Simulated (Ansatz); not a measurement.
# NH (triplet): correlated methods under varied settings at distance N1–H2 = 1.294 Å

What do other methods and options give for NH (triplet) at this geometry, and how long do they take?

The runs use Ansatz 0.2.0, Gaussian basis; the settings change from run to run.

16 further runs of the same task are left out: 1 for a known fault of the program, 12 that didn't finish, 3 set aside as unsound or not needed.

## Step 1: What is computed

The geometry derives from a PBE0/def2-TZVP stationary point (not a proven minimum). One bond is set to the value named and the two fragments are kept rigid.

2 atoms, charge 0, spin multiplicity 3.

Atoms are counted from 1 here; the program's logs count them from 0.

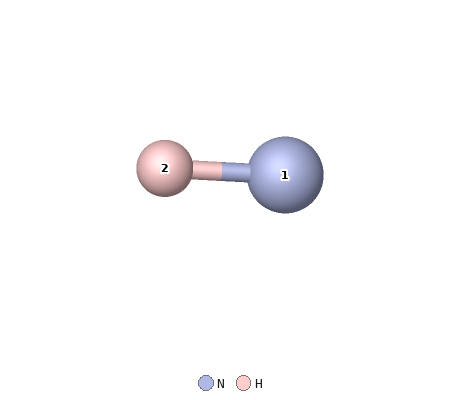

The structure; nitrogen light blue, hydrogen pink; atoms are numbered from 1 in the order of the file.

## Step 2: MRCISD+Q(2,5)/aug-cc-pVDZ

in.yaml

```yaml
crystal:
  periodic: [false, false, false]
  atoms:
    - {symbol: N, position_ang: [0.000000, 0.000000, 0.000000]}
    - {symbol: H, position_ang: [0.000000, 0.000000, 1.294000]}
basis:
  gaussian: {orbitals: aug-cc-pVDZ, point_charges: [{charge: 0.50, position_ang: [4.645, 0.581, 0.287]}]}
magnetization: {spin_polarized: false, initial_magnetization: 2}
hamiltonian: {pseudopotentials: {relativity: none}}
correlation: {method: fic_mrcisd_q, electrons: valence, active_space: {window: {electrons: 2, orbitals: 5}, states: [{multiplicity: 3, weights: [0.5, 0.5, 1, 1]}], root: 1}}
```

Started as:

```
> ansatz run in.yaml --threads 1 --pin off --events-out ev --progress --plain --max-ram 2393MiB
```

Standard output, shortened:

```text
Functional definition: HF
  name "HF"
  cite "Fock, Z. Phys. 61, 126 (1930) doi:10.1007/BF01340294"
  parent pbe
[...]
512 factors; integrals over basis functions are off by at most 1.3e-7 eV
[...]
mean field -1494.73749070 eV, -54.9305896136 hartree, gradient 3.0e-6 eV, S^2 2.000000; 0 other end points of the search recorded, 0 dependent functions left out
reference -1494.73749070 eV, -54.9305896136 hartree; 5, 3 occupied and 27, 29 virtual orbitals, 512 factors
state -1493.75604193 eV, -54.8945220369 hartree
state -1487.97402154 eV, -54.6820367066 hartree
state -1487.92220619 eV, -54.6801325274 hartree
state -1484.61096888 eV, -54.5584468008 hartree
contracted CI cycle   1: correlation 0.00000000 eV, 0.0000000000 hartree, residual 1.85e1 eV
contracted CI cycle   2: correlation -4.46522810 eV, -0.1640941062 hartree, residual 3.74e0 eV
contracted CI cycle   3: correlation -4.70291901 eV, -0.1728290857 hartree, residual 1.05e0 eV
contracted CI cycle   4: correlation -4.72917641 eV, -0.1737940275 hartree, residual 3.49e-1 eV
contracted CI cycle   5: correlation -4.73149387 eV, -0.1738791924 hartree, residual 1.04e-1 eV
contracted CI cycle   6: correlation -4.73172802 eV, -0.1738877976 hartree, residual 3.35e-2 eV
contracted CI cycle   7: correlation -4.73175082 eV, -0.1738886354 hartree, residual 1.22e-2 eV
contracted CI cycle   8: correlation -4.73175538 eV, -0.1738888029 hartree, residual 7.07e-3 eV
[...]
contracted CI cycle  68: correlation -3.62943656 eV, -0.1333793335 hartree, residual 1.02e-4 eV
contracted CI cycle  69: correlation -3.62943656 eV, -0.1333793335 hartree, residual 1.64e-4 eV
contracted CI cycle  70: correlation -3.62943655 eV, -0.1333793333 hartree, residual 9.14e-4 eV
contracted CI cycle  71: correlation -3.62943656 eV, -0.1333793335 hartree, residual 1.28e-4 eV
contracted CI cycle  72: correlation -3.62943656 eV, -0.1333793335 hartree, residual 8.22e-5 eV
contracted CI cycle  73: correlation -3.62943656 eV, -0.1333793335 hartree, residual 4.99e-5 eV
contracted CI cycle  74: correlation -3.62943656 eV, -0.1333793335 hartree, residual 4.93e-5 eV
contracted CI cycle  75: correlation -3.62943659 eV, -0.1333793347 hartree, residual 1.18e-2 eV
contracted CI cycle  76: correlation -3.62943656 eV, -0.1333793335 hartree, residual 4.57e-5 eV
contracted CI cycle  77: correlation -3.62943656 eV, -0.1333793335 hartree, residual 2.53e-5 eV
contracted CI cycle  78: correlation -3.62943656 eV, -0.1333793335 hartree, residual 2.74e-5 eV
contracted CI cycle  79: correlation -3.62943656 eV, -0.1333793335 hartree, residual 3.95e-5 eV
contracted CI cycle  80: correlation -3.62943656 eV, -0.1333793335 hartree, residual 3.83e-4 eV
contracted CI cycle  81: correlation -3.62943656 eV, -0.1333793335 hartree, residual 4.24e-5 eV
contracted CI cycle  82: correlation -3.62943656 eV, -0.1333793335 hartree, residual 2.13e-5 eV
contracted CI cycle  83: correlation -3.62943656 eV, -0.1333793335 hartree, residual 1.62e-5 eV
state -1484.61096888 eV, -54.5584468008 hartree; corrected -1488.54819050 eV, -54.7031370267 hartree
Total energy: -1491.90081555 eV, -54.8263437247 hartree
```

Run time: 5.5 s. Hardware: 1 thread of Arm Neoverse N1, shared host.

From the report: 25 determinants; active occupations (of the averaged states) 0.66, 0.50, 0.50, 0.33, 0.00.

## Step 3: CCSD(T) on UHF/aug-cc-pVDZ

in.yaml

```yaml
crystal:
  periodic: [false, false, false]
  atoms:
    - {symbol: N, position_ang: [0.000000, 0.000000, 0.000000]}
    - {symbol: H, position_ang: [0.000000, 0.000000, 1.294000]}
basis:
  gaussian: {orbitals: aug-cc-pVDZ}
magnetization: {spin_polarized: true, initial_magnetization: 2}
correlation: {method: ccsd_t, electrons: valence}
output: {forces: true}
```

The command is unchanged.

Standard output, shortened:

```text
Functional definition: HF
  name "HF"
  cite "Fock, Z. Phys. 61, 126 (1930) doi:10.1007/BF01340294"
  parent pbe
[...]
315 factors; integrals over basis functions are off by at most 9.5e-4 eV
[...]
mean field -1494.99172396 eV, -54.9399325136 hartree, gradient 1.5e-6 eV, S^2 2.067502; 0 other end points of the search recorded, 0 dependent functions left out
1 core orbitals not correlated: weight in the atoms' cores, before any rotation towards them, 1.000 or more for the frozen orbitals, at most 0.000 for the correlated occupied ones
reference -1494.99172396 eV, -54.9399325136 hartree; 4, 2 occupied and 27, 29 virtual orbitals, 315 factors
second order -3.09952157 eV of doubles, -0.00000000 eV of singles
cycle   1  -3.53888791 eV  change   -4.4e-1 eV  update   5.3e-2
[...]
cycle  13  -3.79053949 eV  change    1.9e-6 eV  update   8.8e-7
perturbative correction -0.08767566 eV, -0.0032220212 hartree
[...]
Total energy: -1498.86993910 eV, -55.0824542915 hartree
Atom 0 at     0.000000     0.000000     0.000000 Å, force    -0.000000     0.000000     4.008880 eV/Å
Atom 1 at     0.000000     0.000000     1.294000 Å, force     0.000000    -0.000000    -4.008880 eV/Å
Dipole moment:    -0.000000     0.000000     0.254195 e Å
```

It took 1.5 s on 1 thread of Arm Neoverse N1, shared host.

From the report: ⟨S²⟩ of the determinant 2.068 (pure triplet: 2.00); correlation -3.8782 eV; T1 0.026; largest double amplitude 0.05.

## Step 4: CCSD on ROHF/aug-cc-pVDZ

in.yaml

```yaml
crystal:
  periodic: [false, false, false]
  atoms:
    - {symbol: N, position_ang: [0.000000, 0.000000, 0.000000]}
    - {symbol: H, position_ang: [0.000000, 0.000000, 1.294000]}
basis:
  gaussian: {orbitals: aug-cc-pVDZ}
magnetization: {spin_polarized: false, initial_magnetization: 2}
hamiltonian: {pseudopotentials: {relativity: scalar}}
correlation: {method: ccsd, electrons: valence}
scf: {omitted_lower_state_checks: [cluster_reference]}
output: {forces: true}
```

Same command.

Standard output, shortened:

```text
Functional definition: HF
  name "HF"
  cite "Fock, Z. Phys. 61, 126 (1930) doi:10.1007/BF01340294"
  parent pbe
[...]
315 factors; integrals over basis functions are off by at most 9.5e-4 eV
[...]
mean field -1495.48206062 eV, -54.9579520538 hartree, gradient 9.0e-7 eV, S^2 2.000000; 0 other end points of the search recorded, 0 dependent functions left out
1 core orbitals not correlated: weight in the atoms' cores, before any rotation towards them, 1.000 or more for the frozen orbitals, at most 0.000 for the correlated occupied ones
reference -1495.48206062 eV, -54.9579520538 hartree; 4, 2 occupied and 27, 29 virtual orbitals, 315 factors
second order -3.26004573 eV of doubles, -0.12226252 eV of singles
cycle   1  -3.84136143 eV  change   -4.6e-1 eV  update   5.0e-2
[...]
cycle  12  -4.04690044 eV  change    1.6e-6 eV  update   1.3e-6
[...]
Total energy: -1499.52896106 eV, -55.1066729018 hartree
Relativity: scalar
Atom 0 at     0.000000     0.000000     0.000000 Å, force     0.000000    -0.000000     4.114549 eV/Å
Atom 1 at     0.000000     0.000000     1.294000 Å, force     0.000000    -0.000000    -4.114549 eV/Å
Dipole moment:     0.000000    -0.000000     0.258489 e Å
Checks for a lower state left out: cluster_reference
```

Run time: 1.1 s. Hardware: 1 thread of Arm Neoverse N1, shared host.

From the report: correlation -4.0469 eV; T1 0.027; largest double amplitude 0.06.

## Step 5: BCCD on ROHF/cc-pVTZ-DK

in.yaml

```yaml
crystal:
  periodic: [false, false, false]
  atoms:
    - {symbol: N, position_ang: [0.000000, 0.000000, 0.000000]}
    - {symbol: H, position_ang: [0.000000, 0.000000, 1.294000]}
basis:
  gaussian: {orbitals: cc-pVTZ-DK}
magnetization: {spin_polarized: false, initial_magnetization: 2}
correlation: {method: bccd, electrons: outside_noble_gas}
scf: {lower_state_search: light}
```

Same command.

Standard output, shortened:

```text
Functional definition: HF
  name "HF"
  cite "Fock, Z. Phys. 61, 126 (1930) doi:10.1007/BF01340294"
  parent pbe
[...]
253 factors; integrals over basis functions are off by at most 1.2e-3 eV
[...]
mean field -1495.72857166 eV, -54.9670111671 hartree, gradient 3.3e-6 eV, S^2 2.000000; 0 other end points of the search recorded, 0 dependent functions left out
[...]
1 core orbitals not correlated: weight in the atoms' cores, before any rotation towards them, 1.000 or more for the frozen orbitals, at most 0.000 for the correlated occupied ones
reference -1495.72857166 eV, -54.9670111671 hartree; 4, 2 occupied and 39, 41 virtual orbitals, 253 factors
second order -3.95485285 eV of doubles, -0.12928912 eV of singles
cycle   1  -4.50534999 eV  change   -4.2e-1 eV  update   4.6e-2
[...]
cycle  12  -4.67280854 eV  change   -1.7e-6 eV  update   2.3e-6
Total energy: -1500.40138019 eV, -55.1387337135 hartree
Relativity: scalar
```

Wall time 1.1 s (1 thread of Arm Neoverse N1, shared host).

From the report: correlation -4.6728 eV; largest double amplitude 0.07.

## Step 6: BCCD on UHF/aug-cc-pVDZ

in.yaml

```yaml
crystal:
  periodic: [false, false, false]
  atoms:
    - {symbol: N, position_ang: [0.000000, 0.000000, 0.000000]}
    - {symbol: H, position_ang: [0.000000, 0.000000, 1.294000]}
basis:
  gaussian: {orbitals: aug-cc-pVDZ}
magnetization: {spin_polarized: true, initial_magnetization: 2}
correlation: {method: bccd, electrons: valence}
accuracy: high
output: {forces: true}
```

Same command.

Standard output, shortened:

```text
Functional definition: HF
  name "HF"
  cite "Fock, Z. Phys. 61, 126 (1930) doi:10.1007/BF01340294"
  parent pbe
[...]
549 factors; integrals over basis functions are off by at most 3.0e-9 eV
[...]
mean field -1494.99172430 eV, -54.9399325264 hartree, gradient 2.6e-8 eV, S^2 2.067502; 0 other end points of the search recorded, 0 dependent functions left out
1 core orbitals not correlated: weight in the atoms' cores, before any rotation towards them, 1.000 or more for the frozen orbitals, at most 0.000 for the correlated occupied ones
reference -1494.99172430 eV, -54.9399325264 hartree; 4, 2 occupied and 27, 29 virtual orbitals, 549 factors
second order -3.09952938 eV of doubles, -0.00000000 eV of singles
cycle   1  -3.55793175 eV  change   -4.6e-1 eV  update   5.3e-2
[...]
cycle  25  -3.78384290 eV  change   1.0e-10 eV  update  3.6e-10
[...]
Total energy: -1498.77556720 eV, -55.0789861882 hartree
Atom 0 at     0.000000     0.000000     0.000000 Å, force    -0.000000    -0.000000     4.117387 eV/Å
Atom 1 at     0.000000     0.000000     1.294000 Å, force     0.000000     0.000000    -4.117387 eV/Å
Dipole moment:     0.000000    -0.000000     0.259597 e Å
```

Wall time 3.6 s (1 thread of Arm Neoverse N1, shared host).

From the report: ⟨S²⟩ of the determinant 2.068 (pure triplet: 2.00); correlation -3.7838 eV; largest double amplitude 0.05.

## Step 7: CCSD(T) on UHF/cc-pVDZ

in.yaml

```yaml
crystal:
  periodic: [false, false, false]
  atoms:
    - {symbol: N, position_ang: [0.000000, 0.000000, 0.000000]}
    - {symbol: H, position_ang: [0.000000, 0.000000, 1.294000]}
basis:
  gaussian: {orbitals: cc-pVDZ}
magnetization: {spin_polarized: true, initial_magnetization: 2}
correlation: {method: ccsd_t, electrons: all}
scf: {lower_state_search: off}
```

The command is unchanged.

Standard output, shortened:

```text
Functional definition: HF
  name "HF"
  cite "Fock, Z. Phys. 61, 126 (1930) doi:10.1007/BF01340294"
  parent pbe
[...]
180 factors; integrals over basis functions are off by at most 1.6e-3 eV
[...]
mean field -1494.87364269 eV, -54.9355931070 hartree, gradient 1.2e-6 eV, S^2 2.066661; 0 other end points of the search recorded, 0 dependent functions left out
reference -1494.87364269 eV, -54.9355931070 hartree; 5, 3 occupied and 14, 16 virtual orbitals, 180 factors
second order -2.95628969 eV of doubles, -0.00000000 eV of singles
cycle   1  -3.38434229 eV  change   -4.3e-1 eV  update   4.7e-2
[...]
cycle  10  -3.61555487 eV  change    1.2e-6 eV  update   8.8e-6
perturbative correction -0.06051612 eV, -0.0022239265 hartree
Total energy: -1498.54971368 eV, -55.0706862241 hartree
Checks for a lower state left out: stability, starts, cluster_reference, orbital_swaps, neighbouring_geometries, increment
```

Run time: 0.3 s. Hardware: 1 thread of Arm Neoverse N1, shared host.

From the report: ⟨S²⟩ of the determinant 2.067 (pure triplet: 2.00); correlation -3.6761 eV; T1 0.021; largest double amplitude 0.09.

## Step 8: CCSDT on UHF/STO-3G

in.yaml

```yaml
crystal:
  periodic: [false, false, false]
  atoms:
    - {symbol: N, position_ang: [0.000000, 0.000000, 0.000000]}
    - {symbol: H, position_ang: [0.000000, 0.000000, 1.294000]}
basis:
  gaussian: {orbitals: STO-3G}
magnetization: {spin_polarized: true, initial_magnetization: 2}
correlation: {method: ccsdt, electrons: outside_noble_gas}
accuracy: high
```

The command is unchanged.

Standard output, shortened:

```text
Functional definition: HF
  name "HF"
  cite "Fock, Z. Phys. 61, 126 (1930) doi:10.1007/BF01340294"
  parent pbe
[...]
77 factors; integrals over basis functions are off by at most 1.4e-8 eV
[...]
mean field -1475.90835110 eV, -54.2386314962 hartree, gradient 1.9e-8 eV, S^2 2.093764; 0 other end points of the search recorded, 0 dependent functions left out
1 core orbitals not correlated: weight in the atoms' cores, before any rotation towards them, 1.000 or more for the frozen orbitals, at most 0.000 for the correlated occupied ones
reference -1475.90835110 eV, -54.2386314962 hartree; 4, 2 occupied and 1, 3 virtual orbitals, 77 factors
second order -0.51265614 eV of doubles, -0.00000000 eV of singles
cycle   1  -0.73610462 eV  change   -2.2e-1 eV  update   4.9e-2
[...]
cycle  20  -1.02104442 eV  change  -2.1e-10 eV  update  3.6e-10
Total energy: -1476.92939552 eV, -54.2761541866 hartree
```

It took 0.51 s on 1 thread of Arm Neoverse N1, shared host.

From the report: ⟨S²⟩ of the determinant 2.094 (pure triplet: 2.00); correlation -1.0210 eV; T1 0.028; largest double amplitude 0.17.

## Step 9: NEVPT2(6,8)/aug-cc-pVDZ

in.yaml

```yaml
crystal:
  periodic: [false, false, false]
  atoms:
    - {symbol: N, position_ang: [0.000000, 0.000000, 0.000000]}
    - {symbol: H, position_ang: [0.000000, 0.000000, 1.294000]}
basis:
  gaussian: {orbitals: aug-cc-pVDZ}
magnetization: {spin_polarized: false, initial_magnetization: 2}
correlation: {method: sc_nevpt2, electrons: outside_noble_gas, active_space: {window: {electrons: 6, orbitals: 8}, states: [{multiplicity: 3, weights: [0.5, 1]}, {multiplicity: 5, weights: [1]}]}}
scf: {lower_state_search: full}
```

The command is unchanged.

Standard output, shortened:

```text
Functional definition: HF
  name "HF"
  cite "Fock, Z. Phys. 61, 126 (1930) doi:10.1007/BF01340294"
  parent pbe
[...]
512 factors; integrals over basis functions are off by at most 1.3e-7 eV
[...]
mean field -1494.72954422 eV, -54.9302975859 hartree, gradient 8.9e-7 eV, S^2 2.000000; 5 other end points of the search recorded, 0 dependent functions left out
reference -1494.72954422 eV, -54.9302975859 hartree; 5, 3 occupied and 27, 29 virtual orbitals, 512 factors
state -1496.55642925 eV, -54.9974343726 hartree
state -1492.97800170 eV, -54.8659295856 hartree
state -1496.55642925 eV, -54.9974343726 hartree; corrected -1498.46275697 eV, -55.0674906242 hartree
state -1492.97800170 eV, -54.8659295856 hartree; corrected -1494.67678241 eV, -54.9283586252 hartree
state -1490.67782353 eV, -54.7813995971 hartree
state -1490.67782353 eV, -54.7813995971 hartree; corrected -1492.53386929 eV, -54.8496080207 hartree
Total energy: -1494.57681207 eV, -54.9246847832 hartree
```

Run time: 11 s. Hardware: 1 thread of Arm Neoverse N1, shared host.

From the report: 1,568 determinants; active occupations (of the averaged states) 1.97, 1.38, 1.19, 0.99, 0.43, 0.02, 0.01, 0.01.

## Step 10: CCSDT(Q)/B on ROHF/aug-cc-pVDZ

in.yaml

```yaml
crystal:
  periodic: [false, false, false]
  atoms:
    - {symbol: N, position_ang: [0.000000, 0.000000, 0.000000]}
    - {symbol: H, position_ang: [0.000000, 0.000000, 1.294000]}
basis:
  gaussian: {orbitals: aug-cc-pVDZ}
magnetization: {spin_polarized: false, initial_magnetization: 2}
correlation: {method: ccsdt_q_b, electrons: valence}
accuracy: high
```

The command is unchanged.

Standard output, shortened:

```text
Functional definition: HF
  name "HF"
  cite "Fock, Z. Phys. 61, 126 (1930) doi:10.1007/BF01340294"
  parent pbe
[...]
549 factors; integrals over basis functions are off by at most 3.0e-9 eV
[...]
mean field -1494.72954423 eV, -54.9302975864 hartree, gradient 1.8e-8 eV, S^2 2.000000; 0 other end points of the search recorded, 0 dependent functions left out
[...]
1 core orbitals not correlated: weight in the atoms' cores, before any rotation towards them, 1.000 or more for the frozen orbitals, at most 0.000 for the correlated occupied ones
reference -1494.72954423 eV, -54.9302975864 hartree; 4, 2 occupied and 27, 29 virtual orbitals, 549 factors
second order -3.26008465 eV of doubles, -0.12235766 eV of singles
cycle   1  -3.84143161 eV  change   -4.6e-1 eV  update   5.5e-2
[...]
cycle  28  -4.15712165 eV  change  -1.2e-10 eV  update  4.6e-10
perturbative correction -0.00529081 eV, -0.0001944336 hartree
Total energy: -1498.89195669 eV, -55.0832634227 hartree
```

Run time: 7.5 s. Hardware: 1 thread of Arm Neoverse N1, shared host.

From the report: correlation -4.1624 eV; T1 0.027; largest double amplitude 0.06.

## Step 11: The runs in one table

Where basis and cores are those of an earlier FCI/aug-cc-pVDZ run (-1498.8921 eV), and the state is the same kind, the miss against it is given.

```
                                                                          level         correlated  functions  energy (eV)  from FCI (meV)    time
MRCISD+Q(2,5)/aug-cc-pVDZ (excited root 1 of an average, beside a point charge)            valence         32   -1491.9008                   5.5 s
                                                     CCSD(T) on UHF/aug-cc-pVDZ            valence         32   -1498.8699            22.2   1.5 s
                                      CCSD on ROHF/aug-cc-pVDZ (relativity set)            valence         32   -1499.5290                   1.1 s
                                                        BCCD on ROHF/cc-pVTZ-DK  outside noble gas         44   -1500.4014                   1.1 s
                                                        BCCD on UHF/aug-cc-pVDZ            valence         32   -1498.7756           116.6   3.6 s
                                                         CCSD(T) on UHF/cc-pVDZ                all         19   -1498.5497                   0.3 s
                                                            CCSDT on UHF/STO-3G  outside noble gas          6   -1476.9294                  0.51 s
                               NEVPT2(6,8)/aug-cc-pVDZ (mean of several states)  outside noble gas         32   -1494.5768                    11 s
                                                 CCSDT(Q)/B on ROHF/aug-cc-pVDZ            valence         32   -1498.8920             0.2   7.5 s
```

## Step 12: What came out

| quantity | value |
| --- | --- |
| runs | 9 |
| quickest | CCSD(T) on UHF/cc-pVDZ, 0.3 s |
| slowest | NEVPT2(6,8)/aug-cc-pVDZ (mean of several states), 11 s |

In words: Total energies in different bases, with other cores or another treatment of relativity can't be set against each other. NEVPT2(6,8)/aug-cc-pVDZ (mean of several states) took 35 times as long as CCSD(T) on UHF/cc-pVDZ; the jobs differ in more than the method. Among the correlated runs with a miss given, it spans +0 to +117 meV.
